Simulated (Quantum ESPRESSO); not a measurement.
# Fixed-spin-moment curve of Mn3Si

Wanted: E(M) for Mn3Si from a parallel start.

Method: LDA; plane waves with GBRV 1.5 LDA potentials, no spin-orbit coupling, in Quantum ESPRESSO 7.5.

## 1. The starting structure

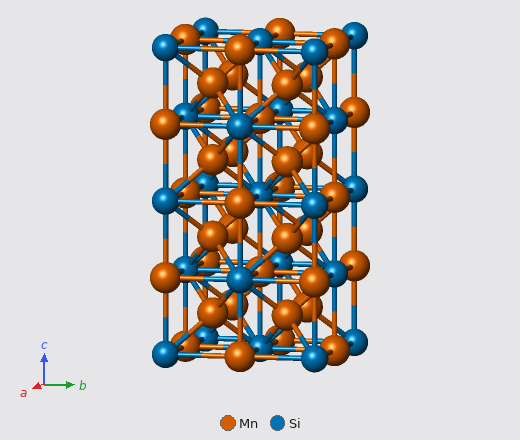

The cell as given, slightly off an axis (manganese orange, silicon blue). 1×1×2 cells are drawn. This picture shows the conventional cell, with its axes. Some periodic images of atoms are drawn too.

The cell comes from the Crystallography Open Database.

## 2. The free run

pw.in

```
&CONTROL
  calculation = 'scf'
  prefix = 'pwscf'
  outdir = './tmp'
  pseudo_dir = './pseudo'
  disk_io = 'nowf'
/
&SYSTEM
  ibrav = 0
  nat = 4
  ntyp = 2
  ecutwfc = 40
  ecutrho = 280
  nbnd = 39
  occupations = 'smearing'
  smearing = 'fd'
  degauss = 0.00734986
  nspin = 2
  starting_magnetization(1) = 0.2333
  starting_magnetization(2) = 0
/
&ELECTRONS
  conv_thr = 8d-09
  electron_maxstep = 150
  mixing_beta = 0.3
/
ATOMIC_SPECIES
Mn     54.9380 mn_lda_v1.5.uspp.F.UPF
Si     28.0850 si_lda_v1.uspp.F.UPF
CELL_PARAMETERS angstrom
   0.0000000000    2.8610000000    2.8610000000
   2.8610000000    0.0000000000    2.8610000000
   2.8610000000    2.8610000000    0.0000000000
ATOMIC_POSITIONS crystal
Mn      0.5000000000    0.5000000000    0.5000000000
Mn      0.2500000000    0.2500000000    0.2500000000
Mn      0.7500000000    0.7500000000    0.7500000000
Si      0.0000000000    0.0000000000    0.0000000000
K_POINTS automatic
8 8 8 0 0 0
```

Launch:

```
$ OMP_NUM_THREADS=1 mpirun -n 2 pw.x -nk 2 -in pw.in > pw.out
```

Log:

```text
Program PWSCF v.7.5 starts

     Message from routine setup:
     using ibrav=0 with symmetry is DISCOURAGED, use correct ibrav instead

     K-points division:     npool     =       2
     Subspace diagonalization in iterative solution of the eigenvalue problem:

     G-vector sticks info
     --------------------
     sticks:   dense  smooth     PW     G-vecs:    dense   smooth      PW
     Sum        1135     649    199                25101    10849    1893

     Using Slab Decomposition

     bravais-lattice index     =            0
     lattice parameter (alat)  =       7.6460  a.u.
     unit-cell volume          =     316.0677 (a.u.)^3
     number of atoms/cell      =            4
     number of atomic types    =            2
     number of electrons       =        49.00
     number of Kohn-Sham states=           39
     kinetic-energy cutoff     =      40.0000  Ry
     charge density cutoff     =     280.0000  Ry
     scf convergence threshold =      8.0E-09
     mixing beta               =       0.3000
     number of iterations used =            8  plain     mixing
     Exchange-correlation= SLA  PZ   NOGX NOGC
                           (   1   1   0   0   0   0   0)

     celldm(1)=   7.645955  celldm(2)=   0.000000  celldm(3)=   0.000000
     celldm(4)=   0.000000  celldm(5)=   0.000000  celldm(6)=   0.000000

     crystal axes: (cart. coord. in units of alat)
               a(1) = (   0.000000   0.707107   0.707107 )
               a(2) = (   0.707107   0.000000   0.707107 )
               a(3) = (   0.707107   0.707107   0.000000 )

     reciprocal axes: (cart. coord. in units 2 pi/alat)
               b(1) = ( -0.707107  0.707107  0.707107 )
               b(2) = (  0.707107 -0.707107  0.707107 )
               b(3) = (  0.707107  0.707107 -0.707107 )

     PseudoPot. # 1 for Mn read from file:
     mn_lda_v1.5.uspp.F.UPF
     Pseudo is Ultrasoft + core correction, Zval = 15.0
     Generated by new atomic code, or converted to UPF format
     Using radial grid of  859 points,  6 beta functions with:
                l(1) =   0
                l(2) =   0
                l(3) =   1
                l(4) =   1
                l(5) =   2
                l(6) =   2
     Q(r) pseudized with  8 coefficients,  rinner =    0.950   0.950   0.950
                                                       0.950   0.950

     PseudoPot. # 2 for Si read from file:
     si_lda_v1.uspp.F.UPF
     Pseudo is Ultrasoft + core correction, Zval =  4.0
     Generated by new atomic code, or converted to UPF format
     Using radial grid of  899 points,  6 beta functions with:
                l(1) =   0
                l(2) =   0
                l(3) =   1
                l(4) =   1
                l(5) =   2
                l(6) =   2
     Q(r) pseudized with  8 coefficients,  rinner =    0.900   0.900   0.900
                                                       0.900   0.900

     atomic species   valence    mass     pseudopotential
     Mn               15.00    54.93800     Mn( 1.00)
     Si                4.00    28.08500     Si( 1.00)

     Starting magnetic structure
     atomic species   magnetization
     Mn              0.233
     Si              0.000

     48 Sym. Ops., with inversion, found

   Cartesian axes

     site n.     atom                  positions (alat units)
         1        Mn     tau(   1) = (   0.7071068   0.7071068   0.7071068  )
         2        Mn     tau(   2) = (   0.3535534   0.3535534   0.3535534  )
         3        Mn     tau(   3) = (   1.0606602   1.0606602   1.0606602  )
         4        Si     tau(   4) = (   0.0000000   0.0000000   0.0000000  )

     number of k points=    29  Fermi-Dirac smearing, width (Ry)=  0.0073
                       cart. coord. in units 2pi/alat
        k(    1) = (   0.0000000   0.0000000   0.0000000), wk =   0.0019531
        k(    2) = (   0.0883883   0.0883883  -0.0883883), wk =   0.0156250
        k(    3) = (   0.1767767   0.1767767  -0.1767767), wk =   0.0156250
        k(    4) = (   0.2651650   0.2651650  -0.2651650), wk =   0.0156250
        k(    5) = (  -0.3535534  -0.3535534   0.3535534), wk =   0.0078125
        [... 24 further k-points ...]

     Dense  grid:    25101 G-vectors     FFT dimensions: (  45,  45,  45)

     Smooth grid:    10849 G-vectors     FFT dimensions: (  32,  32,  32)

     Check: negative core charge=   -0.000060
     Generating pointlists ...
     new r_m :   0.2526 (alat units)  1.9314 (a.u.) for type    1
     new r_m :   0.2526 (alat units)  1.9314 (a.u.) for type    2

     Initial potential from superposition of free atoms

     starting charge      47.4992, renormalised to      49.0000
     Starting wfcs are   43 randomized atomic wfcs

     Self-consistent Calculation

     iteration #  1     ecut=    40.00 Ry     beta= 0.30
     Davidson diagonalization with overlap
     ethr =  1.00E-02,  avg # of iterations =  4.8

     total energy              =    -642.06409706 Ry
     estimated scf accuracy    <       4.95460967 Ry

     total magnetization       =     4.18 Bohr mag/cell
     absolute magnetization    =     4.37 Bohr mag/cell

     iteration #  2     ecut=    40.00 Ry     beta= 0.30
     Davidson diagonalization with overlap
     ethr =  1.00E-02,  avg # of iterations =  2.0

     total energy              =    -642.96893666 Ry
     estimated scf accuracy    <       1.13251405 Ry

     total magnetization       =     6.54 Bohr mag/cell
     absolute magnetization    =     6.82 Bohr mag/cell

     iteration #  3     ecut=    40.00 Ry     beta= 0.30
     Davidson diagonalization with overlap
     ethr =  2.31E-03,  avg # of iterations =  1.5

     total energy              =    -643.03408639 Ry
     estimated scf accuracy    <       3.30841218 Ry

     total magnetization       =     6.44 Bohr mag/cell
     absolute magnetization    =     6.53 Bohr mag/cell

     [... further iterations left out ...]

     iteration # 29     ecut=    40.00 Ry     beta= 0.30
     Davidson diagonalization with overlap
     ethr =  2.22E-09,  avg # of iterations =  2.2

     total energy              =    -643.29242046 Ry
     estimated scf accuracy    <       0.00000262 Ry

     total magnetization       =     1.15 Bohr mag/cell
     absolute magnetization    =     3.74 Bohr mag/cell

     iteration # 30     ecut=    40.00 Ry     beta= 0.30
     Davidson diagonalization with overlap
     ethr =  2.22E-09,  avg # of iterations =  2.1

     total energy              =    -643.29242231 Ry
     estimated scf accuracy    <       0.00000038 Ry

     total magnetization       =     1.14 Bohr mag/cell
     absolute magnetization    =     3.76 Bohr mag/cell

     iteration # 31     ecut=    40.00 Ry     beta= 0.30
     Davidson diagonalization with overlap
     ethr =  7.72E-10,  avg # of iterations =  2.6

     total energy              =    -643.29242420 Ry
     estimated scf accuracy    <       0.00000004 Ry

     total magnetization       =     1.13 Bohr mag/cell
     absolute magnetization    =     3.78 Bohr mag/cell

     iteration # 32     ecut=    40.00 Ry     beta= 0.30
     Davidson diagonalization with overlap
     ethr =  8.30E-11,  avg # of iterations =  1.8

     Magnetic moment per site  (integrated on atomic sphere of radius R)
     atom   1 (R=0.253)  charge= 13.3305  magn=  2.2998
     atom   2 (R=0.253)  charge= 13.4048  magn= -0.6207
     atom   3 (R=0.253)  charge= 13.4048  magn= -0.6207
     atom   4 (R=0.253)  charge=  2.1368  magn=  0.0303

     End of self-consistent calculation

     [... lines left out ...]
     the Fermi energy is    16.7457 ev

!    total energy              =    -643.29242432 Ry
     estimated scf accuracy    <          3.1E-09 Ry
     smearing contrib. (-TS)   =      -0.00959024 Ry
     internal energy E=F+TS    =    -643.28283408 Ry

     The total energy is F=E-TS. E is the sum of the following terms:
     one-electron contribution =    -303.64453485 Ry
     hartree contribution      =     178.45567992 Ry
     xc contribution           =     -83.10934596 Ry
     ewald contribution        =    -434.98463318 Ry

     total magnetization       =     1.14 Bohr mag/cell
     absolute magnetization    =     3.78 Bohr mag/cell

     convergence has been achieved in  32 iterations

=------------------------------------------------------------------------------=
   JOB DONE.
=------------------------------------------------------------------------------=
```

Run time: 72 s. Hardware: 2 MPI ranks of Arm Neoverse V1, shared host; peak memory 0.25 GiB.

Spin moment in the atom's sphere by atom:

| atom | spin moment in the atom's sphere (μB) |
| --- | --- |
| Mn1 | 2.30 |
| Mn2 | -0.62 |
| Mn3 | -0.62 |
| Si4 | 0.03 |

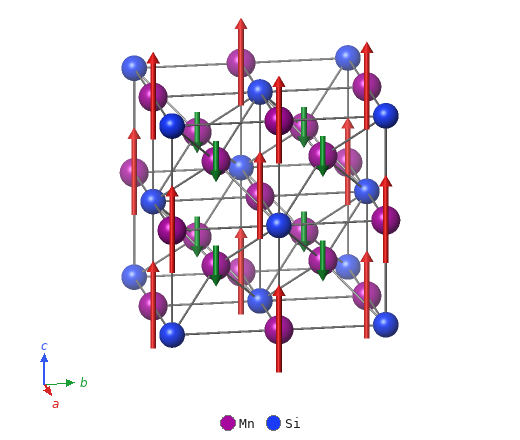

Spin moment in the atom's sphere as arrows, the longest 2.30 μB. Up and down stand for the sign. Arrows give size and sign along the axis of quantisation, drawn up and down the page. Each arrow also spans its atom, so small moments look longer than they are. The two directions have two colours. Some periodic images of atoms are drawn too.

This step gave:

```
smearing term TS       : 0.1305 eV
magnetization          : 1.136 μB
absolute magnetization : 3.776 μB
final state            : ferrimagnetic
```

The typed signs were not kept.

## 3. Moment fixed at 0 μB

The two spin channels are filled to separate Fermi energies, so that the total moment meets the target. Half of the up one less the down one is the slope dE/dM.

Changes to pw.in since step 2:

```diff
@@ -13,3 +13,3 @@
   ecutrho = 280
-  nbnd = 39
+  nbnd = 35
   occupations = 'smearing'
@@ -18,4 +18,5 @@
   nspin = 2
-  starting_magnetization(1) = 0.2333
+  starting_magnetization(1) = 0.0117
   starting_magnetization(2) = 0
+  tot_magnetization = 0
 /
```

Log:

```text
     [... lines left out ...]
Program PWSCF v.7.5 starts
     [... lines left out ...]
     number of atoms/cell      =            4
     [... lines left out ...]
     number of electrons       =        49.00 (up:  24.50, down:  24.50)
     number of Kohn-Sham states=           35
     kinetic-energy cutoff     =      40.0000  Ry
     charge density cutoff     =     280.0000  Ry
     scf convergence threshold =      8.0E-09
     [... lines left out ...]
     48 Sym. Ops., with inversion, found
     [... lines left out ...]
     number of k points=    29  Fermi-Dirac smearing, width (Ry)=  0.0073
     [... lines left out ...]
     iteration # 15     ecut=    40.00 Ry     beta= 0.30
     [... lines left out ...]
     Magnetic moment per site  (integrated on atomic sphere of radius R)
     atom   1 (R=0.253)  charge= 13.3324  magn= -0.0018
     atom   2 (R=0.253)  charge= 13.4003  magn=  0.0009
     atom   3 (R=0.253)  charge= 13.4003  magn=  0.0009
     atom   4 (R=0.253)  charge=  2.1218  magn= -0.0000
     [... lines left out ...]
     the spin up/dw Fermi energies are    16.8024   16.8019 ev
!    total energy              =    -643.27147039 Ry
     estimated scf accuracy    <          3.3E-09 Ry
     smearing contrib. (-TS)   =      -0.01626325 Ry
     [... lines left out ...]
     total magnetization       =     0.00 Bohr mag/cell
     absolute magnetization    =     0.00 Bohr mag/cell
     convergence has been achieved in  15 iterations
```

It took 31 s on 2 MPI ranks; peak memory 0.21 GiB.

This step gave:

```yaml
magnetization: 0 μB
absolute_magnetization: 0 μB
half_the_difference_of_the_two_fermi_energies: 0.2 meV
largest_moment: 0 μB
```

## 4. Moment fixed at 0.294 μB

Changes to pw.in since step 3:

```diff
@@ -20,3 +20,3 @@
   starting_magnetization(2) = 0
-  tot_magnetization = 0
+  tot_magnetization = 0.294
 /
```

Log:

```text
     [... lines left out ...]
Program PWSCF v.7.5 starts
     [... lines left out ...]
     number of atoms/cell      =            4
     [... lines left out ...]
     number of electrons       =        49.00 (up:  24.65, down:  24.35)
     number of Kohn-Sham states=           35
     kinetic-energy cutoff     =      40.0000  Ry
     charge density cutoff     =     280.0000  Ry
     scf convergence threshold =      8.0E-09
     [... lines left out ...]
     48 Sym. Ops., with inversion, found
     [... lines left out ...]
     number of k points=    29  Fermi-Dirac smearing, width (Ry)=  0.0073
     [... lines left out ...]
     iteration #150     ecut=    40.00 Ry     beta= 0.30
     [... lines left out ...]
     estimated scf accuracy    <       0.00004117 Ry
     total magnetization       =     0.29 Bohr mag/cell
     absolute magnetization    =     1.42 Bohr mag/cell
     [... lines left out ...]
     convergence NOT achieved after 150 iterations: stopping
[key lines of the parts left out:]
total energy              =    -643.27048614 Ry
```

Run time: 6.4 min. Hardware: 2 MPI ranks; peak memory 0.25 GiB.

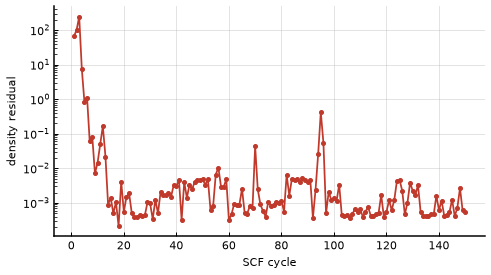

Residual by cycle in this run.

The run stopped without converging, so none of its numbers is a property of the system.

After 150 cycles the residual stands at 5.6e-4, against 8.4e-4 at cycle 76 and a least value of 2.2e-4. The cap of 150 cycles in the input ended the loop.

## 5. Moment fixed at 0.587 μB

Changes to pw.in since step 4:

```diff
@@ -18,5 +18,5 @@
   nspin = 2
-  starting_magnetization(1) = 0.0117
+  starting_magnetization(1) = 0.013
   starting_magnetization(2) = 0
-  tot_magnetization = 0.294
+  tot_magnetization = 0.587
 /
```

Log:

```text
     [... lines left out ...]
Program PWSCF v.7.5 starts
     [... lines left out ...]
     number of atoms/cell      =            4
     [... lines left out ...]
     number of electrons       =        49.00 (up:  24.79, down:  24.21)
     number of Kohn-Sham states=           35
     kinetic-energy cutoff     =      40.0000  Ry
     charge density cutoff     =     280.0000  Ry
     scf convergence threshold =      8.0E-09
     [... lines left out ...]
     48 Sym. Ops., with inversion, found
     [... lines left out ...]
     number of k points=    29  Fermi-Dirac smearing, width (Ry)=  0.0073
     [... lines left out ...]
     iteration #150     ecut=    40.00 Ry     beta= 0.30
     [... lines left out ...]
     estimated scf accuracy    <       0.01700929 Ry
     total magnetization       =     0.59 Bohr mag/cell
     absolute magnetization    =     0.65 Bohr mag/cell
     [... lines left out ...]
     convergence NOT achieved after 150 iterations: stopping
[key lines of the parts left out:]
total energy              =    -643.25296506 Ry
```

Run time: 6.2 min. Hardware: 2 MPI ranks; peak memory 0.25 GiB.

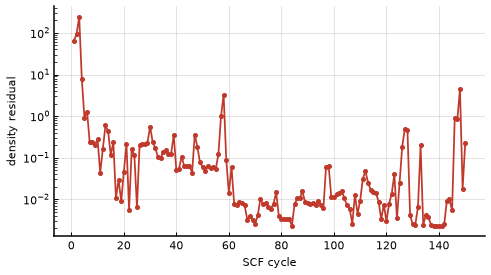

Residual by cycle in this run.

No converged result was reached; the numbers in the log don't describe the system.

After 150 cycles the residual stands at 0.23, against 0.0060 at cycle 76 and a least value of 0.0023. The cap of 150 cycles in the input ended the loop.

## 6. Moment fixed at 0.881 μB

Changes to pw.in since step 5:

```diff
@@ -18,5 +18,5 @@
   nspin = 2
-  starting_magnetization(1) = 0.013
+  starting_magnetization(1) = 0.0196
   starting_magnetization(2) = 0
-  tot_magnetization = 0.587
+  tot_magnetization = 0.881
 /
```

Log:

```text
     [... lines left out ...]
Program PWSCF v.7.5 starts
     [... lines left out ...]
     number of atoms/cell      =            4
     [... lines left out ...]
     number of electrons       =        49.00 (up:  24.94, down:  24.06)
     number of Kohn-Sham states=           35
     kinetic-energy cutoff     =      40.0000  Ry
     charge density cutoff     =     280.0000  Ry
     scf convergence threshold =      8.0E-09
     [... lines left out ...]
     48 Sym. Ops., with inversion, found
     [... lines left out ...]
     number of k points=    29  Fermi-Dirac smearing, width (Ry)=  0.0073
     [... lines left out ...]
     iteration #150     ecut=    40.00 Ry     beta= 0.30
     [... lines left out ...]
     estimated scf accuracy    <       0.33199170 Ry
     total magnetization       =     0.88 Bohr mag/cell
     absolute magnetization    =     9.27 Bohr mag/cell
     [... lines left out ...]
     convergence NOT achieved after 150 iterations: stopping
[key lines of the parts left out:]
total energy              =    -642.91251447 Ry
```

It took 6.6 min on 2 MPI ranks; peak memory 0.25 GiB.

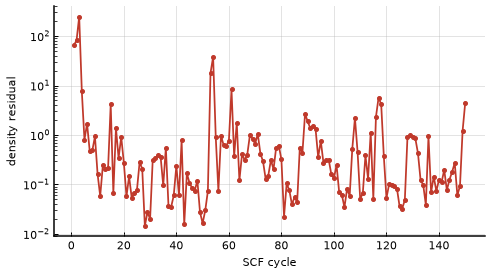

Residual by cycle in this run.

The run stopped without converging, so none of its numbers is a property of the system.

After 150 cycles the residual stands at 4.5, against 0.31 at cycle 76 and a least value of 0.015. The cap of 150 cycles in the input ended the loop.

(Continued in part 2 of 2.)

[Logs and program files are shortened in this print: banners, set-up blocks, solver, clock and traceback lines can be left out without a mark of their own.]

[Logs are printed without paths, hosts, clocks, repeated set-up lines and the standing remarks that a program may print on its own settings, such as how far it seeks lower states.]

[Hosts, paths, dates, database ids (printed as entryN), source tags and the programs' standing remarks are cut or masked in the printed files.]

[Where a cell is said to come from a database of computed structures, the database is the Materials Project.]
